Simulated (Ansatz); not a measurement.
## A computed series for Y: pressure series

The parent structure is Y in the hcp (Mg type) structure (space group P6_3/mmc, No. 194; a = 3.599 Å, c = 5.587 Å).

Cell and atoms are relaxed at each pressure.

All numbers come from Ansatz (a quantum-chemistry and plane-wave program) PBEsol, no spin-orbit coupling.

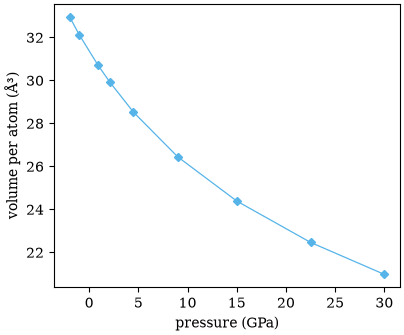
*Volume against pressure*

Estimate the zero-pressure bulk modulus from the plot.

About 41 GPa; a third-order Birch–Murnaghan fit to the points gives V₀ = 31.33 Å³/atom, B₀ = 41 GPa and B₀′ = 3.2.

Load acts through the strain it causes; cell and atoms are relaxed under it. No phonon test of stability was made. Competing high-pressure phases were not computed. All final runs are without spin polarisation.
